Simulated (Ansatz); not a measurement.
**H3S+ (triplet): one geometry, many settings at distance S1–H2 = 1.357 Å**

What do other methods and options give for H3S+ (triplet) at this geometry, and how long do they take?

Method: the settings change from run to run; program: Ansatz 0.2.0, Gaussian basis.

22 further runs of the same task are left out: 1 for a mislabelled method, 16 that didn't finish, 5 set aside as unsound or not needed.

**1. The geometry**

The geometry derives from a PBE0/def2-TZVP stationary point (not a proven minimum). One bond is set to the value named and the two fragments are kept rigid.

4 atoms, charge 1, spin multiplicity 3.

Atoms are counted from 1 here; the program's logs count them from 0.

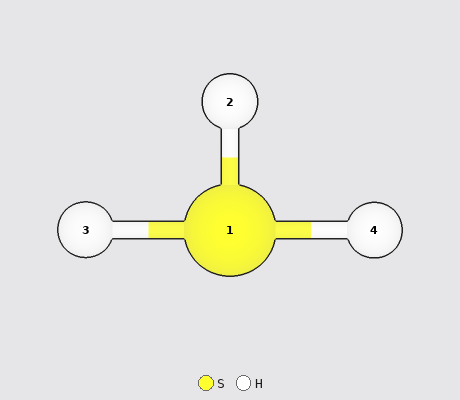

The geometry (sulfur yellow, hydrogen white); atoms are numbered from 1 in the order of the file.

**2. CASSCF(8,5)/def2-mTZVP**

File in.yaml:

```yaml
crystal:
  periodic: [false, false, false]
  atoms:
    - {symbol: S, position_ang: [0.000000, -0.039104, 0.000000]}
    - {symbol: H, position_ang: [0.000000, 1.318376, 0.000000]}
    - {symbol: H, position_ang: [0.000000, -0.037193, 1.520127]}
    - {symbol: H, position_ang: [0.000000, -0.037193, -1.520127]}
basis:
  gaussian: {orbitals: def2-mTZVP, point_charges: [{charge: -0.50, position_ang: [3.041, 0.214, 0.992]}]}
total_charge: 1
magnetization: {spin_polarized: false, initial_magnetization: 2}
correlation: {active_space: {window: {electrons: 8, orbitals: 5}}}
```

Command:

```bash
ansatz run in.yaml --threads 1 --pin off --events-out ev --progress --plain --max-ram 2393MiB
```

What it wrote:

```text
Functional definition: HF
  name "HF"
  cite "Fock, Z. Phys. 61, 126 (1930) doi:10.1007/BF01340294"
  parent pbe
  exchange = exact_x
  correlation = 0
303 factors; integrals over basis functions are off by at most 8.6e-4 eV
mean field evaluation 1: about -10853.6744 eV, gradient 9.2e0 eV
mean field evaluation 2: about -10853.6766 eV, gradient 9.2e0 eV
mean field evaluation 4: about -10854.1441 eV, gradient 7.3e-1 eV
mean field evaluation 8: about -10854.1482 eV, gradient 6.3e-4 eV
mean field -10854.14818013 eV, -398.8825884138 hartree, gradient 2.2e-6 eV, S^2 2.000000; 0 other end points of the search recorded, 0 dependent functions left out
reference -10854.14818013 eV, -398.8825884138 hartree; 10, 8 occupied and 21, 23 virtual orbitals, 303 factors
state -10854.14885241 eV, -398.8826131199 hartree
Total energy: -10854.14885241 eV, -398.8826131199 hartree
```

Run time: 0.33 s. Hardware: 1 thread of Intel Xeon 6975P-C, shared host.

From the report: 25 determinants; active occupations 2.00, 2.00, 2.00, 1.00, 1.00.

**3. HF/6-31G***

File in.yaml:

```yaml
crystal:
  periodic: [false, false, false]
  atoms:
    - {symbol: S, position_ang: [0.000000, -0.039104, 0.000000]}
    - {symbol: H, position_ang: [0.000000, 1.318376, 0.000000]}
    - {symbol: H, position_ang: [0.000000, -0.037193, 1.520127]}
    - {symbol: H, position_ang: [0.000000, -0.037193, -1.520127]}
basis:
  gaussian: {orbitals: "6-31G*"}
total_charge: 1
magnetization: {spin_polarized: true, initial_magnetization: 2}
hamiltonian: {xc: hf}
output: {orbitals: {seedname: orbitals}}
```

Launched as before.

What it wrote:

```text
Functional definition: HF
  name "HF"
  cite "Fock, Z. Phys. 61, 126 (1930) doi:10.1007/BF01340294"
  parent pbe
  exchange = exact_x
  correlation = 0
262 factors; integrals over basis functions are off by at most 9.6e-4 eV
mean field evaluation 1: about -10850.7005 eV, gradient 8.4e0 eV
mean field evaluation 2: about -10850.7408 eV, gradient 8.4e0 eV
mean field evaluation 4: about -10851.4525 eV, gradient 1.3e0 eV
mean field evaluation 8: about -10851.4830 eV, gradient 2.4e-4 eV
mean field -10851.48295797 eV, -398.7846433062 hartree, gradient 1.8e-5 eV, S^2 2.050904; 0 other end points of the search recorded, 0 dependent functions left out
reference -10851.48295797 eV, -398.7846433062 hartree; 10, 8 occupied and 15, 17 virtual orbitals, 262 factors
Total energy: -10851.48295797 eV, -398.7846433062 hartree
```

It took 0.09 s on 1 thread of Intel Xeon 6975P-C, shared host.

From the report: ⟨S²⟩ of the determinant 2.051 (pure triplet: 2.00).

**4. NEVPT2(2,5)/6-31G**

File in.yaml:

```yaml
crystal:
  periodic: [false, false, false]
  atoms:
    - {symbol: S, position_ang: [0.000000, -0.039104, 0.000000]}
    - {symbol: H, position_ang: [0.000000, 1.318376, 0.000000]}
    - {symbol: H, position_ang: [0.000000, -0.037193, 1.520127]}
    - {symbol: H, position_ang: [0.000000, -0.037193, -1.520127]}
basis:
  gaussian: {orbitals: 6-31G, point_charges: [{charge: -1.00, position_ang: [4.974, -0.867, -0.666]}]}
total_charge: 1
magnetization: {spin_polarized: false, initial_magnetization: 2}
hamiltonian: {pseudopotentials: {relativity: scalar}}
correlation: {method: sc_nevpt2, electrons: all, active_space: {window: {electrons: 2, orbitals: 5}}}
```

Launched as before.

What it wrote:

```text
Functional definition: HF
  name "HF"
  cite "Fock, Z. Phys. 61, 126 (1930) doi:10.1007/BF01340294"
  parent pbe
  exchange = exact_x
  correlation = 0
236 factors; integrals over basis functions are off by at most 3.1e-4 eV
mean field evaluation 1: about -10878.1927 eV, gradient 7.9e0 eV
mean field evaluation 2: about -10878.1990 eV, gradient 7.9e0 eV
mean field evaluation 4: about -10878.4883 eV, gradient 2.4e-1 eV
mean field evaluation 8: about -10878.4885 eV, gradient 2.8e-6 eV
mean field -10878.48852935 eV, -399.7770797491 hartree, gradient 2.9e-6 eV, S^2 2.000000; 0 other end points of the search recorded, 0 dependent functions left out
reference -10878.48852935 eV, -399.7770797491 hartree; 10, 8 occupied and 9, 11 virtual orbitals, 236 factors
state -10878.49584837 eV, -399.7773487181 hartree
state -10878.49584837 eV, -399.7773487181 hartree; corrected -10880.30056313 eV, -399.8436707624 hartree
WARN: 1 active orbitals are nearly empty or full. The corrections depend on them more than the energy does, and are more stable in an active space without them
Total energy: -10880.30056313 eV, -399.8436707624 hartree
Relativity: scalar
```

Wall time 0.27 s (1 thread of Intel Xeon 6975P-C, shared host).

From the report: 25 determinants; active occupations 1.00, 1.00, 0.00, 0.00, 0.00. The report marks this result as in doubt.

**5. CCSD(T)/6-31G***

File in.yaml:

```yaml
crystal:
  periodic: [false, false, false]
  atoms:
    - {symbol: S, position_ang: [0.000000, -0.039104, 0.000000]}
    - {symbol: H, position_ang: [0.000000, 1.318376, 0.000000]}
    - {symbol: H, position_ang: [0.000000, -0.037193, 1.520127]}
    - {symbol: H, position_ang: [0.000000, -0.037193, -1.520127]}
basis:
  gaussian: {orbitals: "6-31G*"}
total_charge: 1
magnetization: {spin_polarized: true, initial_magnetization: 2}
hamiltonian: {xc: {name: r2SCAN}}
correlation: {method: ccsd_t, electrons: valence, diis_vectors: 12}
accuracy: high
output: {forces: true}
```

The command is unchanged.

What it wrote, cut to the lines that bear on the results:

```text
Functional definition: r2SCAN
  name "r2SCAN"
  cite "Furness, Kaplan, Ning, Perdew & Sun, J. Phys. Chem. Lett. 11, 8208 (2020) doi:10.1021/acs.jpclett.0c02405"
  cite "Furness, Kaplan, Ning, Perdew & Sun, J. Phys. Chem. Lett. 11, 9248 (2020) doi:10.1021/acs.jpclett.0c03077"
  parent r2scan
[...]
446 factors; integrals over basis functions are off by at most 2.9e-9 eV
[...]
mean field -10869.49784913 eV, -399.4466783453 hartree, gradient 2.0e-8 eV, S^2 2.013879; 0 other end points of the search recorded, 0 dependent functions left out
5 core orbitals not correlated: weight in the atoms' cores, before any rotation towards them, 1.000 or more for the frozen orbitals, at most 0.000 for the correlated occupied ones
reference -10851.27498559 eV, -398.7770004621 hartree; 5, 3 occupied and 15, 17 virtual orbitals, 446 factors
second order -2.97360766 eV of doubles, -0.10960452 eV of singles
cycle   1  -3.54169872 eV  change   -4.6e-1 eV  update   5.1e-2
[...]
cycle  21  -3.75058024 eV  change   1.4e-10 eV  update  3.0e-10
perturbative correction -0.08449997 eV, -0.0031053167 hartree
[...]
Total energy: -10855.11006580 eV, -398.9179370603 hartree
Atom 0 at     0.000000    -0.039104     0.000000 Å, force     0.000000     0.172487    -0.000000 eV/Å
Atom 1 at     0.000000     1.318376     0.000000 Å, force     0.000000    -0.026214     0.000000 eV/Å
Atom 2 at     0.000000    -0.037193     1.520127 Å, force    -0.000000    -0.073137     0.281762 eV/Å
Atom 3 at     0.000000    -0.037193    -1.520127 Å, force     0.000000    -0.073137    -0.281762 eV/Å
Dipole moment:     0.000000     0.229915    -0.000000 e Å
```

Run time: 3.5 s. Hardware: 1 thread of Intel Xeon 6975P-C, shared host.

From the report: ⟨S²⟩ of the determinant 2.014 (pure triplet: 2.00); correlation -3.8351 eV; T1 0.010; largest double amplitude 0.11. The orbitals are Kohn-Sham ones, so correlation energy and T1 don't compare with those on Hartree-Fock orbitals.

**6. MP2 on ROHF/6-31G**

File in.yaml:

```yaml
crystal:
  periodic: [false, false, false]
  atoms:
    - {symbol: S, position_ang: [0.000000, -0.039104, 0.000000]}
    - {symbol: H, position_ang: [0.000000, 1.318376, 0.000000]}
    - {symbol: H, position_ang: [0.000000, -0.037193, 1.520127]}
    - {symbol: H, position_ang: [0.000000, -0.037193, -1.520127]}
basis:
  gaussian: {orbitals: 6-31G}
total_charge: 1
magnetization: {spin_polarized: false, initial_magnetization: 2}
correlation: {method: mp2, electrons: valence}
```

The command is unchanged.

What it wrote:

```text
Functional definition: HF
  name "HF"
  cite "Fock, Z. Phys. 61, 126 (1930) doi:10.1007/BF01340294"
  parent pbe
  exchange = exact_x
  correlation = 0
236 factors; integrals over basis functions are off by at most 3.1e-4 eV
mean field evaluation 1: about -10849.1343 eV, gradient 8.0e0 eV
mean field evaluation 2: about -10849.1405 eV, gradient 8.0e0 eV
mean field evaluation 4: about -10849.4285 eV, gradient 2.4e-1 eV
mean field evaluation 8: about -10849.4286 eV, gradient 7.9e-7 eV
mean field -10849.42861438 eV, -398.7091475716 hartree, gradient 2.5e-6 eV, S^2 2.000000; 0 other end points of the search recorded, 0 dependent functions left out
mean field evaluation 16: about -10849.7110 eV, gradient 1.1e0 eV
5 core orbitals not correlated: weight in the atoms' cores, before any rotation towards them, 1.000 or more for the frozen orbitals, at most 0.000 for the correlated occupied ones
reference -10849.42861438 eV, -398.7091475716 hartree; 5, 3 occupied and 9, 11 virtual orbitals, 236 factors
second order -1.54782063 eV of doubles, -0.14956987 eV of singles
Total energy: -10851.12600488 eV, -398.7715255221 hartree
```

It took 0.09 s on 1 thread of Intel Xeon 6975P-C, shared host.

**7. CISDTQ/6-31G**

Edit in.yaml of step 6 so:

```diff
@@ -11,2 +11,4 @@
 magnetization: {spin_polarized: false, initial_magnetization: 2}
-correlation: {method: mp2, electrons: valence}
+correlation: {active_space: {ras: {orbitals: [3, 2, 9], electrons: 8, max_holes: 4, max_particles: 4}, fixed_orbitals: true}}
+accuracy: high
+output: {forces: true}
```

Same command.

What it wrote, cut to the lines that bear on the results:

```text
Functional definition: HF
  name "HF"
  cite "Fock, Z. Phys. 61, 126 (1930) doi:10.1007/BF01340294"
  parent pbe
[...]
402 factors; integrals over basis functions are off by at most 3.9e-9 eV
[...]
mean field -10849.42885280 eV, -398.7091563333 hartree, gradient 2.6e-8 eV, S^2 2.000000; 0 other end points of the search recorded, 0 dependent functions left out
reference -10849.42885280 eV, -398.7091563333 hartree; 10, 8 occupied and 9, 11 virtual orbitals, 402 factors
state -10851.73197615 eV, -398.7937945554 hartree
[...]
Total energy: -10851.73197615 eV, -398.7937945554 hartree
Atom 0 at     0.000000    -0.039104     0.000000 Å, force     0.000000    -0.496779     0.000000 eV/Å
Atom 1 at     0.000000     1.318376     0.000000 Å, force     0.000000     0.887743    -0.000000 eV/Å
Atom 2 at     0.000000    -0.037193     1.520127 Å, force    -0.000000    -0.195482     1.529780 eV/Å
Atom 3 at     0.000000    -0.037193    -1.520127 Å, force    -0.000000    -0.195482    -1.529780 eV/Å
Dipole moment:    -0.000000     0.299430     0.000000 e Å
```

Wall time 0.96 s (1 thread of Intel Xeon 6975P-C, shared host).

From the report: 66,114 determinants.

**8. MRCISD+Q(8,5)/6-31G**

Edit in.yaml of step 7 so:

```diff
@@ -11,4 +11,2 @@
 magnetization: {spin_polarized: false, initial_magnetization: 2}
-correlation: {active_space: {ras: {orbitals: [3, 2, 9], electrons: 8, max_holes: 4, max_particles: 4}, fixed_orbitals: true}}
-accuracy: high
-output: {forces: true}
+correlation: {method: fic_mrcisd_q, electrons: outside_noble_gas, active_space: {window: {electrons: 8, orbitals: 5}, states: [{multiplicity: 3, weights: [1, 1]}]}}
```

Same command.

What it wrote, cut to the lines that bear on the results:

```text
Functional definition: HF
  name "HF"
  cite "Fock, Z. Phys. 61, 126 (1930) doi:10.1007/BF01340294"
  parent pbe
[...]
388 factors; integrals over basis functions are off by at most 6.7e-8 eV
[...]
mean field -10849.42885278 eV, -398.7091563328 hartree, gradient 1.7e-6 eV, S^2 2.000000; 0 other end points of the search recorded, 0 dependent functions left out
reference -10849.42885278 eV, -398.7091563328 hartree; 10, 8 occupied and 9, 11 virtual orbitals, 388 factors
state -10849.36444906 eV, -398.7067895397 hartree
state -10845.27450186 eV, -398.5564867522 hartree
contracted CI cycle   1: correlation 0.00000000 eV, 0.0000000000 hartree, residual 9.93e0 eV
contracted CI cycle   2: correlation -2.09320496 eV, -0.0769238635 hartree, residual 2.27e0 eV
contracted CI cycle   3: correlation -2.23079978 eV, -0.0819803797 hartree, residual 6.23e-1 eV
[...]
contracted CI cycle   1: correlation 0.00000000 eV, 0.0000000000 hartree, residual 9.50e0 eV
contracted CI cycle   2: correlation -2.09170646 eV, -0.0768687944 hartree, residual 2.16e0 eV
contracted CI cycle   3: correlation -2.21247146 eV, -0.0813068264 hartree, residual 5.84e-1 eV
contracted CI cycle   4: correlation -2.22129485 eV, -0.0816310802 hartree, residual 1.47e-1 eV
contracted CI cycle   5: correlation -2.22185368 eV, -0.0816516166 hartree, residual 4.85e-2 eV
contracted CI cycle   6: correlation -2.22192923 eV, -0.0816543933 hartree, residual 1.72e-2 eV
contracted CI cycle   7: correlation -2.22193829 eV, -0.0816547260 hartree, residual 6.23e-3 eV
contracted CI cycle   8: correlation -2.22193929 eV, -0.0816547628 hartree, residual 1.80e-3 eV
contracted CI cycle   9: correlation -2.22193937 eV, -0.0816547656 hartree, residual 5.19e-4 eV
state -10845.27450186 eV, -398.5564867522 hartree; corrected -10847.66212394 eV, -398.6442302454 hartree
Total energy: -10849.70924321 eV, -398.7194604909 hartree
```

Run time: 0.36 s. Hardware: 1 thread of Intel Xeon 6975P-C, shared host.

From the report: 8 determinants; active occupations (of the averaged states) 2.00, 2.00, 1.50, 1.50, 1.00.

**9. CCSD(T)/6-31G**

Edit in.yaml of step 8 so:

```diff
@@ -11,2 +11,4 @@
 magnetization: {spin_polarized: false, initial_magnetization: 2}
-correlation: {method: fic_mrcisd_q, electrons: outside_noble_gas, active_space: {window: {electrons: 8, orbitals: 5}, states: [{multiplicity: 3, weights: [1, 1]}]}}
+hamiltonian: {xc: {name: PBE}}
+correlation: {method: ccsd_t, electrons: valence, diis_vectors: 12}
+scf: {lower_state_search: full}
```

Launched as before.

What it wrote, cut to the lines that bear on the results:

```text
Functional definition: PBE
  name "PBE"
  cite "Perdew, Burke & Ernzerhof, Phys. Rev. Lett. 77, 3865 (1996) doi:10.1103/PhysRevLett.77.3865"
  parent pbe
[...]
236 factors; integrals over basis functions are off by at most 3.1e-4 eV
[...]
mean field -10864.13373607 eV, -399.2495508262 hartree, gradient 3.3e-6 eV, S^2 2.000000; 4 other end points of the search recorded, 0 dependent functions left out
5 core orbitals not correlated: weight in the atoms' cores, before any rotation towards them, 1.000 or more for the frozen orbitals, at most 0.000 for the correlated occupied ones
reference -10849.27612627 eV, -398.7035437368 hartree; 5, 3 occupied and 9, 11 virtual orbitals, 236 factors
second order -1.57024113 eV of doubles, -0.24499326 eV of singles
cycle   1  -2.18493729 eV  change   -3.7e-1 eV  update   5.3e-2
[...]
cycle   9  -2.37112149 eV  change    4.9e-6 eV  update   5.7e-6
perturbative correction -0.01868965 eV, -0.0006868319 hartree
Total energy: -10851.66593741 eV, -398.7913676763 hartree
```

Run time: 0.69 s. Hardware: 1 thread of Intel Xeon 6975P-C, shared host.

From the report: correlation -2.3898 eV; T1 0.026; largest double amplitude 0.13. The orbitals are Kohn-Sham ones, so correlation energy and T1 don't compare with those on Hartree-Fock orbitals.

**10. CASSCF(12,7)/6-31G**

Edit in.yaml of step 9 so:

```diff
@@ -8,7 +8,6 @@
 basis:
-  gaussian: {orbitals: 6-31G}
+  gaussian: {orbitals: 6-31G, fitting: {mean_field: def2-universal-jkfit}}
 total_charge: 1
 magnetization: {spin_polarized: false, initial_magnetization: 2}
-hamiltonian: {xc: {name: PBE}}
-correlation: {method: ccsd_t, electrons: valence, diis_vectors: 12}
-scf: {lower_state_search: full}
+correlation: {active_space: {window: {electrons: 12, orbitals: 7}}}
+output: {forces: true}
```

The command is unchanged.

What it wrote, cut to the lines that bear on the results:

```text
Functional definition: HF
  name "HF"
  cite "Fock, Z. Phys. 61, 126 (1930) doi:10.1007/BF01340294"
  parent pbe
[...]
182 factors; integrals over basis functions are off by at most 1.1e-1 eV
[...]
mean field -10849.42818241 eV, -398.7091316969 hartree, gradient 5.7e-7 eV, S^2 2.000000; 0 other end points of the search recorded, 0 dependent functions left out
reference -10849.42818241 eV, -398.7091316969 hartree; 10, 8 occupied and 9, 11 virtual orbitals, 182 factors
state -10849.42870853 eV, -398.7091510316 hartree
[...]
Total energy: -10849.42870853 eV, -398.7091510316 hartree
Atom 0 at     0.000000    -0.039104     0.000000 Å, force     0.000000     0.388741     0.000000 eV/Å
Atom 1 at     0.000000     1.318376     0.000000 Å, force    -0.000000     0.163368    -0.000000 eV/Å
Atom 2 at     0.000000    -0.037193     1.520127 Å, force    -0.000000    -0.276055     0.947232 eV/Å
Atom 3 at     0.000000    -0.037193    -1.520127 Å, force    -0.000000    -0.276055    -0.947232 eV/Å
Dipole moment:    -0.000000     0.327071     0.000000 e Å
```

Run time: 0.18 s. Hardware: 1 thread of Intel Xeon 6975P-C, shared host.

From the report: 49 determinants; active occupations 2.00, 2.00, 2.00, 2.00, 2.00, 1.00, 1.00.

**11. All runs side by side**

Where basis and cores are those of an earlier FCI/6-31G run (-10851.7329 eV), and the state is the same kind, the miss against it is given. † marks a result that the program doubts.

| level | correlated | functions | energy (eV) | from FCI (meV) | time |
| --- | --- | --- | --- | --- | --- |
| CASSCF(8,5)/def2-mTZVP (beside a point charge) |  | 31 | -10854.1489 |  | 0.33 s |
| HF/6-31G* |  | 25 | -10851.4830 |  | 0.09 s |
| NEVPT2(2,5)/6-31G (beside a point charge, relativity set) † | all | 19 | -10880.3006 |  | 0.27 s |
| CCSD(T)/6-31G* (on r2SCAN orbitals) | valence | 25 | -10855.1101 |  | 3.5 s |
| MP2 on ROHF/6-31G | valence | 19 | -10851.1260 | 606.9 | 0.09 s |
| CISDTQ/6-31G | outside noble gas | 19 | -10851.7320 | 0.9 | 0.96 s |
| MRCISD+Q(8,5)/6-31G (mean of several states) | outside noble gas | 19 | -10849.7092 |  | 0.36 s |
| CCSD(T)/6-31G (on PBE orbitals) | valence | 19 | -10851.6659 | 66.9 | 0.69 s |
| CASSCF(12,7)/6-31G |  | 19 | -10849.4287 | 2304.2 | 0.18 s |

**12. Summary of results**

| quantity | value |
| --- | --- |
| runs | 9 |
| quickest | HF/6-31G*, 0.09 s |
| slowest | CCSD(T)/6-31G* (on r2SCAN orbitals), 3.5 s |

In words: Total energies in different bases, with other cores or another treatment of relativity can't be set against each other. CCSD(T)/6-31G* (on r2SCAN orbitals) took 39 times as long as HF/6-31G*; the jobs differ in more than the method. Among the correlated runs with a miss given, it spans +1 to +607 meV. Hartree-Fock, CASSCF and CASCI lack dynamic correlation by design. Cores frozen from Kohn-Sham orbitals shift the total energy.
